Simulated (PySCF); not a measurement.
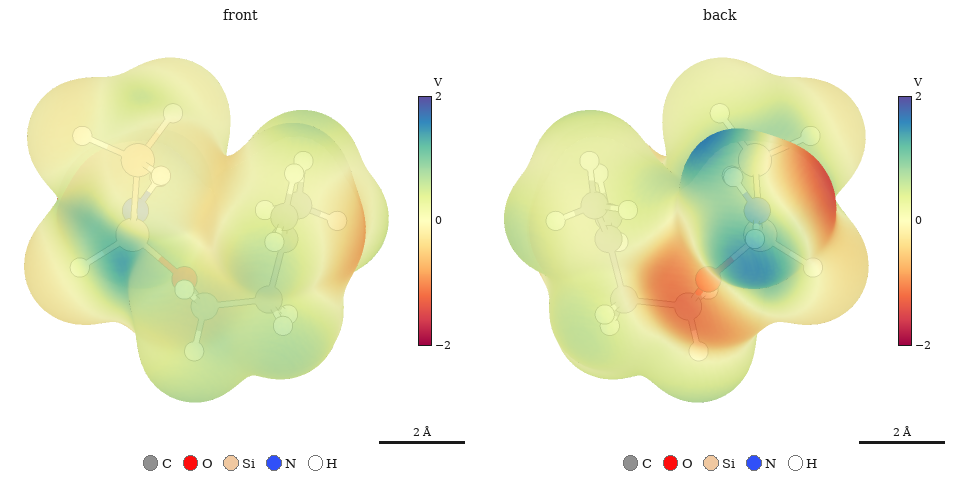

Figure. C5H15NOSi2. The molecular electrostatic potential painted on the density surface at 0.002 e/bohr³, seen from the front and from behind; red is negative and blue positive.

Geometry: GFN2-xTB.

Level of theory: PySCF, PBE0/pcSseg-1, SCF density, gas phase, non-relativistic.

| atom | x (Å) | y (Å) | z (Å) |
| --- | --- | --- | --- |
| C | 2.4506 | 0.7223 | 0.2807 |
| C | 1.7729 | -0.3928 | 0.0601 |
| C | 1.5027 | -0.9196 | -1.3143 |
| C | 1.1909 | -1.1972 | 1.1925 |
| C | -0.1826 | -0.6510 | 1.6066 |
| O | -1.1138 | -0.8257 | 0.5851 |
| Si | -2.1527 | 0.2407 | -0.0917 |
| N | -2.8702 | -0.5615 | -1.4353 |
| Si | -1.1188 | 2.1673 | -0.7990 |
| H | 2.6396 | 1.0846 | 1.2776 |
| H | 2.8444 | 1.3188 | -0.5241 |
| H | 1.8337 | -0.2194 | -2.0769 |
| H | 2.0242 | -1.8668 | -1.4571 |
| H | 0.4373 | -1.1071 | -1.4349 |
| H | 1.0706 | -2.2389 | 0.8912 |
| H | 1.8443 | -1.1548 | 2.0656 |
| H | -0.5407 | -1.1914 | 2.4927 |
| H | -0.0880 | 0.4104 | 1.8664 |
| H | -3.2660 | 0.4274 | 0.8535 |
| H | -2.4215 | -0.5286 | -2.3351 |
| H | -3.2750 | -1.4729 | -1.2941 |
| H | -0.0115 | 2.5820 | 0.0742 |
| H | -0.5386 | 2.0888 | -2.1475 |
| H | -2.0435 | 3.3051 | -0.8269 |

Describe the electrostatic potential map.

The most negative region (about −1.3 V) lies over N8, the most positive (about +1.5 V) over H20 and H21. N8 is the likeliest acceptor of a hydrogen bond.

How polar is the molecule by this calculation?

Its dipole moment is 1.22 D.
